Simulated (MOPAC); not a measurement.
**Geometry relaxation, with input and output: CH5O2PSi (part 2 of 3)**

Continued. System: CH5O2PSi. Method: AM1, closed shell, COSMO solvent methanol (MOPAC 23.2.5). The atoms were displaced at random from an optimised geometry.

Geometry of the input (Å):
```
O  0.7214  0.6725  1.5948
C  0.2486  -0.3601  1.6619
O  -0.3071  -1.0748  0.8545
Si -0.5853  -0.5179  -0.8244
P  0.0285  1.4694  -0.8270
H  0.3537  -0.8425  2.8419
H  -2.0458  -0.7418  -0.9090
H  0.2692  -1.6538  -1.4562
H  1.4981  1.3061  -1.0216
H  -0.0187  1.6979  -2.2414
```

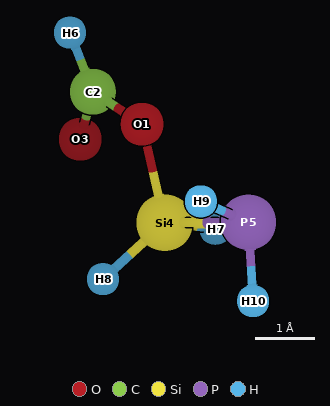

Figure 1. The geometry at step 51 of the log (ball-and-stick view, seen at a tilt; atoms are numbered from 1 in the order of the input).

## Trajectory as extended XYZ, continued
```
10
Properties=species:S:1:pos:R:3:forces:R:3 step=17 energy=-4.40590
O     0.5977    0.5096    1.2644    0.4355   0.9675  -0.4565
C     0.2444   -0.5201    1.8710    0.0096  -0.4715   0.7901
O    -0.4119   -1.3214    1.0468   -0.3476  -0.4708  -0.2785
Si   -0.5131   -0.5546   -0.6143   -0.0191   0.0526  -0.0246
P     0.0736    1.5732   -1.0481   -0.0284  -0.0395  -0.0126
H     0.4023   -0.8101    2.9244   -0.0625  -0.0983  -0.0401
H    -1.9329   -0.5852   -0.8994    0.0189   0.0587   0.0293
H     0.2679   -1.4178   -1.4787    0.0273   0.0184   0.0505
H     1.4363    1.4044   -0.9816    0.0084   0.0522   0.0781
H    -0.0016    1.6770   -2.4110   -0.0420  -0.0694  -0.1356
10
Properties=species:S:1:pos:R:3:forces:R:3 step=20 energy=-4.42355
O     0.5925    0.4821    1.2272    0.0634  -0.0169   0.0110
C     0.2385   -0.5409    1.8720    0.0173  -0.0453   0.0643
O    -0.4333   -1.3534    1.0648    0.0100   0.1129  -0.0812
Si   -0.5080   -0.5464   -0.5979    0.0266  -0.0293   0.0725
P     0.0612    1.5672   -1.0661    0.0284   0.0241  -0.0790
H     0.4091   -0.8031    2.9304   -0.0494  -0.0635  -0.0627
H    -1.9252   -0.5457   -0.8792   -0.0010   0.0439   0.0137
H     0.2909   -1.3865   -1.4659   -0.0005   0.0055   0.0595
H     1.4299    1.4314   -0.9777   -0.0540   0.0498   0.0778
H     0.0068    1.6506   -2.4343   -0.0409  -0.0810  -0.0760
10
Properties=species:S:1:pos:R:3:forces:R:3 step=23 energy=-4.44349
O     0.6110    0.4029    1.1644   -0.0802  -0.0919  -0.0884
C     0.2338   -0.5870    1.8664   -0.1011  -0.0844  -0.1597
O    -0.4807   -1.3858    1.0886    0.0884   0.1999   0.0672
Si   -0.4913   -0.5140   -0.5644    0.0346  -0.0510   0.1348
P     0.0308    1.5564   -1.1312    0.0527   0.1642   0.0604
H     0.4074   -0.8172    2.9276    0.0487  -0.0074   0.0552
H    -1.9084   -0.4357   -0.8230    0.0193  -0.0233  -0.0403
H     0.3491   -1.3234   -1.4090   -0.0438  -0.0588  -0.0328
H     1.3959    1.5175   -0.9386   -0.0673   0.0329  -0.0162
H     0.0150    1.5415   -2.5073    0.0485  -0.0802   0.0198
10
Properties=species:S:1:pos:R:3:forces:R:3 step=25 energy=-4.46106
O     0.5955    0.3087    1.0745   -0.2990  -0.3553   0.1488
C     0.2199   -0.6458    1.8649   -0.0069   0.3937  -0.6142
O    -0.5310   -1.4283    1.1221   -0.0354  -0.2635   0.4336
Si   -0.4713   -0.4964   -0.5221    0.1246   0.3791   0.1002
P    -0.0003    1.5734   -1.1848    0.3156   0.0933   0.2085
H     0.4273   -0.8043    2.9374    0.0556   0.0195  -0.1442
H    -1.8917   -0.3304   -0.7724    0.1853  -0.1567  -0.0054
H     0.4065   -1.2594   -1.3697   -0.1387  -0.1071  -0.0410
H     1.3634    1.5995   -0.9243   -0.2709   0.0295  -0.0922
H     0.0443    1.4382   -2.5521    0.0697  -0.0325   0.0059
10
Properties=species:S:1:pos:R:3:forces:R:3 step=28 energy=-4.25876
O     0.5722    0.2297    1.0088    0.5923   0.9463   0.1785
C     0.2341   -0.6533    1.8742   -2.7125  -2.4652  -2.6025
O    -0.5944   -1.4641    1.1176    2.0521   1.5910   2.6062
Si   -0.4489   -0.4891   -0.4971   -0.6994   0.3304  -0.2090
P    -0.0204    1.6047   -1.1980    0.3704  -0.2370  -0.4372
H     0.4480   -0.8029    2.9375    0.1189   0.0397   0.0103
H    -1.8955   -0.2516   -0.7299    0.6897  -0.3098  -0.0371
H     0.4538   -1.2275   -1.3411   -0.2207  -0.0939  -0.1147
H     1.3328    1.6708   -0.9218   -0.1811   0.0429  -0.0499
H     0.0809    1.3387   -2.5768   -0.0097   0.1557   0.6553
10
Properties=species:S:1:pos:R:3:forces:R:3 step=31 energy=-4.46687
O     0.5746    0.2872    1.0449   -0.2740  -0.4553   0.3962
C     0.2094   -0.6603    1.8629    0.2652   0.6003  -0.1885
O    -0.5406   -1.4455    1.1321   -0.1646  -0.5070   0.5013
Si   -0.4660   -0.4944   -0.5148    0.1082   0.4438   0.1072
P    -0.0020    1.5763   -1.1778    0.2557   0.1510  -0.1676
H     0.4452   -0.7856    2.9550   -0.1231   0.0519  -0.8005
H    -1.8872   -0.3193   -0.7677    0.2229  -0.1795   0.0174
H     0.4119   -1.2448   -1.3724   -0.1407  -0.1304  -0.0348
H     1.3591    1.6083   -0.9357   -0.1679   0.0298  -0.0261
H     0.0581    1.4332   -2.5532    0.0184  -0.0045   0.1954
10
Properties=species:S:1:pos:R:3:forces:R:3 step=34 energy=-4.50755
O     0.5553    0.2597    1.0097   -0.3806  -0.7463   0.7245
C     0.2026   -0.6815    1.8645   -0.1017   0.5856  -1.2137
O    -0.5715   -1.4720    1.1698    0.2233  -0.0178   0.4462
Si   -0.4451   -0.4689   -0.4850    0.0225   0.4465  -0.3435
P    -0.0024    1.6305   -1.2082    0.0870  -0.2173   0.2955
H     0.4583   -0.7915    2.9238    0.1485   0.0606   0.1313
H    -1.8566   -0.3038   -0.7581    0.0918  -0.1176   0.0475
H     0.3985   -1.2431   -1.3639   -0.1304  -0.0753   0.0451
H     1.3439    1.6502   -0.9279   -0.0137   0.0654  -0.0324
H     0.0795    1.3757   -2.5513    0.0532   0.0162  -0.1003
10
Properties=species:S:1:pos:R:3:forces:R:3 step=37 energy=-4.53371
O     0.5451    0.2583    1.0128   -0.0704  -0.0427   0.1547
C     0.1997   -0.6766    1.8575   -0.0642   0.0614  -0.1163
O    -0.5705   -1.4744    1.1736    0.0198  -0.1813   0.1922
Si   -0.4418   -0.4603   -0.4909   -0.0435   0.2894  -0.2688
P    -0.0003    1.6329   -1.1981    0.0958  -0.1833   0.1387
H     0.4652   -0.7880    2.9245    0.0625   0.0973  -0.1513
H    -1.8542   -0.3151   -0.7617    0.0587  -0.0838   0.0431
H     0.3876   -1.2506   -1.3671   -0.0890  -0.0706   0.0389
H     1.3483    1.6492   -0.9313    0.0015   0.0735  -0.0049
H     0.0834    1.3798   -2.5459    0.0289   0.0403  -0.0263
10
Properties=species:S:1:pos:R:3:forces:R:3 step=40 energy=-4.55683
O     0.5028    0.2544    1.0079   -0.0330   0.0705  -0.0166
C     0.1813   -0.6889    1.8558   -0.0333  -0.0799  -0.0255
O    -0.5682   -1.5113    1.1954    0.0548  -0.0168   0.0195
Si   -0.4325   -0.4224   -0.5100   -0.0994  -0.1148   0.0116
P     0.0189    1.6293   -1.1885    0.0349   0.1198  -0.0444
H     0.4928   -0.7548    2.9087    0.0142   0.0072   0.0447
H    -1.8486   -0.3452   -0.7575   -0.0399   0.0020   0.0552
H     0.3536   -1.2725   -1.3637    0.0159  -0.0813   0.0072
H     1.3680    1.6643   -0.9339    0.0557   0.0509   0.0153
H     0.0944    1.4024   -2.5408    0.0302   0.0424  -0.0671
10
Properties=species:S:1:pos:R:3:forces:R:3 step=42 energy=-4.56688
O     0.4544    0.2557    1.0014   -0.0581  -0.0711  -0.0144
C     0.1701   -0.7024    1.8543    0.0465   0.0657  -0.0022
O    -0.5599   -1.5478    1.2131    0.0951   0.0094   0.0336
Si   -0.4370   -0.4157   -0.5243   -0.0328   0.0112   0.0280
P     0.0419    1.6545   -1.1920    0.0179  -0.0371  -0.0757
H     0.5166   -0.7300    2.9005   -0.0633  -0.0494  -0.0172
H    -1.8573   -0.3674   -0.7418   -0.0585   0.0514   0.0390
H     0.3275   -1.3077   -1.3571    0.0372  -0.0589   0.0074
H     1.3936    1.6899   -0.9333   -0.0277   0.0139  -0.0036
H     0.1126    1.4259   -2.5474    0.0437   0.0648   0.0051
10
Properties=species:S:1:pos:R:3:forces:R:3 step=45 energy=-4.56840
O     0.3858    0.2474    0.9817    0.0299  -0.0168   0.1118
C     0.1648   -0.7150    1.8557   -0.1729  -0.1272  -0.3405
O    -0.5262   -1.6090    1.2477    0.1550   0.0896   0.1809
Si   -0.4556   -0.4115   -0.5499    0.0776   0.0658  -0.0210
P     0.0717    1.6638   -1.2148   -0.0646  -0.0584   0.0240
H     0.5302   -0.7047    2.8931   -0.0064   0.0140   0.0415
H    -1.8916   -0.3655   -0.7002    0.0984   0.0138   0.0054
H     0.3147   -1.3567   -1.3351   -0.1109   0.0496   0.0579
H     1.4196    1.7327   -0.9319   -0.0833  -0.0615  -0.0307
H     0.1493    1.4737   -2.5729    0.0773   0.0310  -0.0292
10
Properties=species:S:1:pos:R:3:forces:R:3 step=48 energy=-4.59180
O     0.3109    0.2282    0.9675   -0.0563  -0.1004  -0.1470
C     0.1433   -0.7459    1.8458    0.2893   0.0496   0.5944
O    -0.4936   -1.7004    1.3214   -0.1197  -0.1177  -0.1932
Si   -0.4533   -0.3673   -0.5883   -0.0060   0.0693  -0.1434
P     0.0976    1.6645   -1.2372   -0.2326   0.1863  -0.0221
H     0.5502   -0.6586    2.8676   -0.0369   0.0270   0.0277
H    -1.8930   -0.3709   -0.6632    0.0250   0.0235  -0.0269
H     0.2702   -1.3906   -1.3050   -0.0140  -0.0229  -0.0191
H     1.4328    1.7685   -0.9357    0.0738  -0.1051   0.0089
H     0.1973    1.5278   -2.5994    0.0775  -0.0097  -0.0793
10
Properties=species:S:1:pos:R:3:forces:R:3 step=51 energy=-4.58527
O     0.3327    0.2020    0.9717    0.0870   0.4404  -0.4612
C     0.1552   -0.7550    1.8616   -0.3191  -0.4359  -0.0934
O    -0.5053   -1.6948    1.3245    0.1034   0.0088   0.1612
Si   -0.4486   -0.3580   -0.5962    0.1574   0.1625   0.2535
P     0.0653    1.6892   -1.2510    0.1354  -0.0990   0.0054
H     0.5430   -0.6647    2.8827    0.0832   0.0137   0.1970
H    -1.8797   -0.3464   -0.6676   -0.1297  -0.0040  -0.0289
H     0.2791   -1.3742   -1.3076    0.0242  -0.0917  -0.0947
H     1.4108    1.7565   -0.9344   -0.1617  -0.0406  -0.0080
H     0.2101    1.5007   -2.6104    0.0198   0.0458   0.0691
10
Properties=species:S:1:pos:R:3:forces:R:3 step=54 energy=-4.59361
O     0.3148    0.2026    0.9637    0.0218   0.0152  -0.0411
C     0.1477   -0.7625    1.8595   -0.0193  -0.0067  -0.0107
O    -0.4960   -1.7161    1.3410    0.0299   0.0015   0.0229
Si   -0.4461   -0.3455   -0.6013    0.0095  -0.0188   0.0394
P     0.0752    1.6866   -1.2546   -0.0150   0.0280  -0.0054
H     0.5496   -0.6525    2.8790    0.0040   0.0130   0.0384
H    -1.8846   -0.3510   -0.6613   -0.0142   0.0050  -0.0260
H     0.2684   -1.3859   -1.3044   -0.0208  -0.0096  -0.0363
H     1.4132    1.7624   -0.9352   -0.0271  -0.0512   0.0212
H     0.2204    1.5172   -2.6131    0.0313   0.0234  -0.0025
10
Properties=species:S:1:pos:R:3:forces:R:3 step=56 energy=-4.59623
O     0.3220    0.2014    0.9625   -0.0244  -0.0035  -0.0513
C     0.1500   -0.7597    1.8615    0.0016  -0.0677   0.0617
O    -0.4889   -1.7185    1.3465    0.0362   0.0701  -0.0100
Si   -0.4448   -0.3461   -0.6001   -0.0296  -0.0106   0.0100
P     0.0677    1.6897   -1.2575    0.0213  -0.0245  -0.0279
H     0.5452   -0.6507    2.8860   -0.0039   0.0430  -0.0329
H    -1.8851   -0.3472   -0.6665    0.0235  -0.0020  -0.0007
H     0.2637   -1.3861   -1.3109   -0.0162  -0.0046  -0.0242
H     1.4044    1.7471   -0.9308   -0.0176  -0.0218   0.0304
H     0.2283    1.5253   -2.6173    0.0091   0.0216   0.0448
10
Properties=species:S:1:pos:R:3:forces:R:3 step=59 energy=-4.59414
O     0.3002    0.1999    0.9492    0.1008   0.1114   0.0887
C     0.1556   -0.7568    1.8629    0.3428   0.5978   0.2646
O    -0.4521   -1.7274    1.3534   -0.3622  -0.6628  -0.1702
Si   -0.4577   -0.3624   -0.6060    0.0368   0.0275  -0.0879
P     0.0672    1.6851   -1.2586    0.1950  -0.0333  -0.0143
H     0.5465   -0.6109    2.8896   -0.0549  -0.0184  -0.1848
H    -1.8954   -0.3534   -0.6647   -0.0372  -0.0112   0.0038
H     0.2322   -1.4110   -1.3282   -0.0219   0.0265   0.0173
H     1.4059    1.7142   -0.9025   -0.1877  -0.0129  -0.0169
H     0.2600    1.5780   -2.6218   -0.0115  -0.0246   0.0998
10
Properties=species:S:1:pos:R:3:forces:R:3 step=62 energy=-4.60127
O     0.3134    0.2033    0.9542    0.0107   0.0402  -0.0619
C     0.1567   -0.7528    1.8611   -0.0123  -0.0055   0.0242
O    -0.4647   -1.7242    1.3493   -0.0038  -0.0105   0.0110
Si   -0.4527   -0.3580   -0.6035   -0.0032  -0.0045  -0.0282
P     0.0686    1.6833   -1.2557   -0.0128   0.0035   0.0172
H     0.5441   -0.6187    2.8850    0.0064  -0.0044  -0.0138
H    -1.8917   -0.3526   -0.6684   -0.0056  -0.0034   0.0147
H     0.2397   -1.4014   -1.3275   -0.0065   0.0081   0.0056
H     1.3989    1.7138   -0.9066    0.0184  -0.0041   0.0312
H     0.2503    1.5626   -2.6147    0.0086  -0.0196   0.0000
10
Properties=species:S:1:pos:R:3:forces:R:3 step=65 energy=-4.60105
O     0.3096    0.2022    0.9421    0.0008   0.0057  -0.0427
C     0.1572   -0.7489    1.8555    0.0128   0.0164   0.0128
O    -0.4581   -1.7283    1.3540   -0.0022   0.0096   0.0045
Si   -0.4574   -0.3593   -0.6129   -0.0193   0.0024  -0.0068
P     0.0698    1.6883   -1.2512   -0.0029  -0.0232  -0.0076
H     0.5483   -0.5979    2.8751   -0.0011  -0.0296   0.0125
H    -1.8979   -0.3556   -0.6625    0.0043  -0.0084   0.0053
H     0.2290   -1.4093   -1.3349   -0.0127   0.0216   0.0081
H     1.3965    1.6985   -0.8843    0.0074   0.0133   0.0227
H     0.2655    1.5656   -2.6075    0.0130  -0.0080  -0.0088
10
Properties=species:S:1:pos:R:3:forces:R:3 step=68 energy=-4.60275
O     0.3178    0.2006    0.9333    0.0220   0.0452   0.0119
C     0.1605   -0.7439    1.8521   -0.0154  -0.0429   0.0076
O    -0.4623   -1.7212    1.3555   -0.0235  -0.0107  -0.0143
Si   -0.4619   -0.3572   -0.6163   -0.0072  -0.0045   0.0312
P     0.0680    1.6878   -1.2515    0.0157  -0.0076  -0.0412
H     0.5495   -0.6002    2.8733    0.0232   0.0163   0.0031
H    -1.9012   -0.3567   -0.6601   -0.0193  -0.0074   0.0046
H     0.2269   -1.4027   -1.3379   -0.0021  -0.0085  -0.0198
H     1.3915    1.6955   -0.8688   -0.0124   0.0166   0.0083
H     0.2738    1.5532   -2.6060    0.0190   0.0035   0.0086
10
Properties=species:S:1:pos:R:3:forces:R:3 step=71 energy=-4.60381
O     0.3310    0.2004    0.9248   -0.0073   0.0141   0.0071
C     0.1662   -0.7386    1.8478   -0.0025  -0.0227   0.0469
O    -0.4686   -1.7108    1.3539   -0.0055   0.0130   0.0127
Si   -0.4733   -0.3598   -0.6137    0.0094  -0.0164  -0.0338
P     0.0672    1.6829   -1.2595    0.0092  -0.0007  -0.0086
H     0.5580   -0.5930    2.8697    0.0010  -0.0136  -0.0589
H    -1.9144   -0.3622   -0.6541    0.0134  -0.0012   0.0202
H     0.2137   -1.3975   -1.3525   -0.0248   0.0148   0.0125
H     1.3788    1.6888   -0.8344   -0.0242   0.0208  -0.0190
H     0.3039    1.5449   -2.6087    0.0314  -0.0081   0.0207
10
Properties=species:S:1:pos:R:3:forces:R:3 step=73 energy=-4.60400
O     0.3372    0.1999    0.9126   -0.0410  -0.0457   0.0117
C     0.1709   -0.7334    1.8420   -0.0127  -0.0152  -0.0249
O    -0.4756   -1.7029    1.3573    0.0183   0.0508   0.0232
Si   -0.4872   -0.3612   -0.6172    0.0167   0.0239   0.0147
P     0.0691    1.6782   -1.2691    0.0087   0.0111  -0.0022
H     0.5722   -0.5843    2.8589    0.0040  -0.0208  -0.0324
H    -1.9294   -0.3712   -0.6398    0.0206   0.0096   0.0176
H     0.1925   -1.3939   -1.3656   -0.0088  -0.0144   0.0007
H     1.3657    1.6887   -0.7954   -0.0463   0.0160  -0.0422
H     0.3471    1.5354   -2.6102    0.0405  -0.0153   0.0337
10
Properties=species:S:1:pos:R:3:forces:R:3 step=76 energy=-4.60284
O     0.3513    0.1965    0.8890   -0.0515   0.0012  -0.0683
C     0.1799   -0.7235    1.8289    0.0845   0.0053   0.1601
O    -0.4950   -1.6826    1.3652   -0.0360  -0.0389  -0.0209
Si   -0.5158   -0.3604   -0.6217    0.0568   0.0688   0.0375
P     0.0739    1.6688   -1.2949   -0.0859   0.0272  -0.0044
H     0.6052   -0.5780    2.8402   -0.0425  -0.0212  -0.1279
H    -1.9579   -0.3868   -0.6078    0.0028   0.0339   0.0136
H     0.1472   -1.3848   -1.3913    0.0093  -0.0540  -0.0034
H     1.3274    1.6972   -0.7232    0.0198   0.0117  -0.0363
H     0.4463    1.5087   -2.6111    0.0427  -0.0340   0.0499
10
Properties=species:S:1:pos:R:3:forces:R:3 step=79 energy=-4.58520
O     0.3676    0.1987    0.8883   -0.2356   0.0495  -0.6307
C     0.1806   -0.7210    1.8161    0.4989   0.0906   1.0807
O    -0.5193   -1.6654    1.3710   -0.2510  -0.2685  -0.3040
Si   -0.5312   -0.3584   -0.6269    0.1941   0.3531   0.4311
P     0.0820    1.6601   -1.3132   -0.4674   0.0207  -0.1754
H     0.6284   -0.5996    2.8351   -0.1971  -0.0152  -0.4723
H    -1.9674   -0.3936   -0.5874   -0.0999   0.0553   0.0055
H     0.1232   -1.3672   -1.3954    0.1378  -0.2505  -0.1469
H     1.2943    1.7244   -0.7015    0.3804   0.0008   0.1381
H     0.5044    1.4772   -2.6127    0.0399  -0.0357   0.0739
10
Properties=species:S:1:pos:R:3:forces:R:3 step=82 energy=-4.58427
O     0.3268    0.1939    0.8977    0.1561  -0.3260   0.8851
C     0.1753   -0.7391    1.8477   -0.5244  -0.2991  -1.1157
O    -0.4907   -1.7060    1.3617    0.5356   0.7361   0.4557
Si   -0.4929   -0.3490   -0.6145   -0.1076  -0.2252  -0.3325
P     0.0487    1.6854   -1.2957    0.3365  -0.0254   0.2473
H     0.5965   -0.5980    2.8542    0.0120   0.0353  -0.0160
H    -1.9339   -0.3616   -0.6166   -0.0207   0.0169  -0.0080
H     0.1665   -1.4039   -1.3672   -0.0654   0.0959   0.0742
H     1.3471    1.7175   -0.7908   -0.3152   0.0311  -0.0392
H     0.4191    1.5161   -2.6032   -0.0069  -0.0397  -0.1508
10
Properties=species:S:1:pos:R:3:forces:R:3 step=85 energy=-4.60426
O     0.3443    0.1972    0.8963   -0.0676  -0.2422   0.1751
C     0.1763   -0.7351    1.8332    0.1786   0.2205   0.0890
O    -0.5053   -1.6873    1.3686   -0.0056  -0.0074  -0.0510
Si   -0.5105   -0.3525   -0.6194    0.0338   0.1071   0.0802
P     0.0613    1.6724   -1.3085   -0.0312  -0.0003   0.0233
H     0.6143   -0.6076    2.8471   -0.1114   0.0194  -0.3059
H    -1.9494   -0.3736   -0.6001   -0.0563   0.0376  -0.0037
H     0.1427   -1.3869   -1.3765    0.0496  -0.1013  -0.0484
H     1.3204    1.7326   -0.7563    0.0248   0.0034   0.0546
H     0.4684    1.4959   -2.6109   -0.0145  -0.0367  -0.0131
```
